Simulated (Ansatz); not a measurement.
# SnH2 + CH4: a complex and its separated parts

Aim: how far the complex at one end of a reaction step lies below its separated, relaxed parts, level by level.

The runs use Ansatz 0.2.0, Gaussian basis; PBE0-D4/def2-TZVP structures, single points in def2-TZVPP, no counterpoise correction.

Levels: SPW92, PBE-D4, BLYP-D4, r2SCAN-D4, B97M-V, PBE0-D4, B3LYP-D4, r2SCAN0-D4, BHLYP-D4, CAM-B3LYP-D4, wB97X-V, wB97M-V, B2PLYP, PBE-QIDH, RPA on PBE, Hartree-Fock, MP2, CCSD, CCSD(T).

Correlated methods freeze the cores. Filled d shells of the heavier atoms are correlated. Core potentials replace the inner electrons past krypton, and spin-orbit coupling is left out. B3LYP uses VWN-RPA correlation. B2PLYP carries no dispersion term here.

78 further runs of the same task are left out: 78 set aside as unsound or not needed.

## (1) Starting geometry

The complex: 8 atoms, charge 0, spin multiplicity 1.

Atoms are counted from 1 here; the program's logs count them from 0.

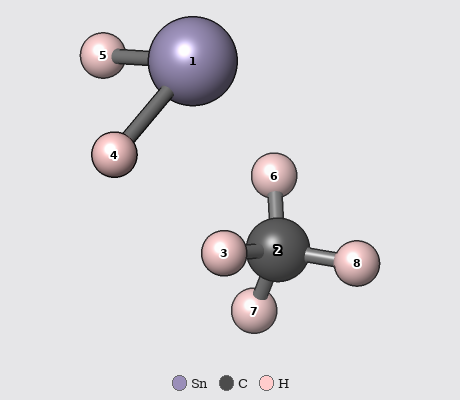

The starting geometry (tin purple, carbon dark grey, hydrogen pink); atoms are numbered from 1 in the order of the file.

As a file:

```xyz
8
charge 0, multiplicity 1
Sn   -1.8166    0.7799    0.3651
C     1.1482   -0.0454    0.0586
H     0.3351   -0.6895    0.4148
H    -2.0811   -0.9336    0.7423
H    -1.8691    0.4264   -1.3709
H     0.7897    0.7671   -0.5783
H     1.8077   -0.6723   -0.5413
H     1.6863    0.3672    0.9096
```

Its parts: SnH2 holds atoms 1, 4, 5; CH4 holds atoms 2, 3, 6, 7, 8. Each part counts its atoms afresh in its own runs.

## (2) Relaxing SnH2 alone

Input file relax-a/in.yaml:

```yaml
crystal:
  periodic: [false, false, false]
  atoms:
    - {symbol: Sn, position_ang: [-1.816617, 0.779911, 0.365124]}
    - {symbol: H, position_ang: [-2.081124, -0.933561, 0.742264]}
    - {symbol: H, position_ang: [-1.869075, 0.426397, -1.370929]}
basis:
  gaussian: {orbitals: def2-TZVP}
hamiltonian: {xc: pbe0, dispersion: d4}
relax: {f_tol: 0.005, max_steps: 200}
```

Command:

```sh
ansatz run in.yaml --threads 2 --pin off --events-out ev --progress --plain --max-ram 4352MiB
```

The runs that follow: Relaxing CH4 alone; SPW92/def2-TZVPP; PBE-D4/def2-TZVPP; BLYP-D4/def2-TZVPP; r2SCAN-D4/def2-TZVPP; B97M-V/def2-TZVPP; PBE0-D4/def2-TZVPP; B3LYP-D4/def2-TZVPP; r2SCAN0-D4/def2-TZVPP; BHLYP-D4/def2-TZVPP; CAM-B3LYP-D4/def2-TZVPP; wB97X-V/def2-TZVPP; wB97M-V/def2-TZVPP; B2PLYP/def2-TZVPP; PBE-QIDH/def2-TZVPP; RPA on PBE/def2-TZVPP; CCSD(T)/def2-TZVPP; CCSD(T)/def2-QZVPP; Vibrations of SnH2; Vibrations of CH4.

**Question.** What will these runs give? Wanted: complex less parts, CCSD(T)/def2-TZVPP; with zero-point energy; largest T1 diagnostic.

The runs gave:

| quantity | value |
| --- | --- |
| complex less parts, CCSD(T)/def2-TZVPP | -0.113 eV |
| with zero-point energy | -0.052 eV |
| largest T1 diagnostic | 0.015 |

What this shows: At CCSD(T) the complex lies 0.113 eV below its parts. The functionals run from PBE-QIDH, off by -0.006 eV, to SPW92, off by -0.199 eV, against CCSD(T). By rung, the mean size of the error is: LDA 0.199, GGA 0.043, meta-GGA 0.040, hybrid 0.027, range-separated hybrid 0.013, double hybrid 0.027 eV. PBE-D4 gives a relative energy 0.063 eV too low, an error of 56 % of the reference. No counterpoise was applied, and triple zeta lacks some correlation, so the CCSD(T) reference has a basis error of its own, and close matches with it are partly luck. The restricted Hartree–Fock reference is unstable towards an unrestricted one at one or more of these structures.
